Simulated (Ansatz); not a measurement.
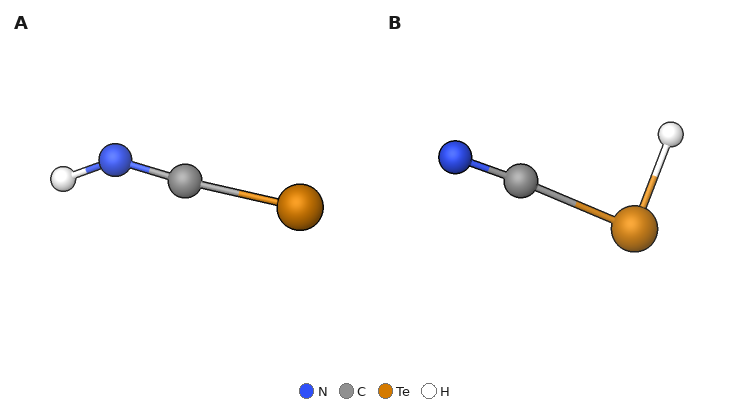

2 stationary structures of one formula. Geometries: PBE0-D4/def2-TZVP. Electronic energies: B3LYP-D4/def2-TZVPP (Ansatz 0.2.0), without zero-point energy. No frequency run is at hand to confirm each as a minimum.

**Which structure is the most stable?**

A is lowest; B lies 5.8 kcal/mol above it.
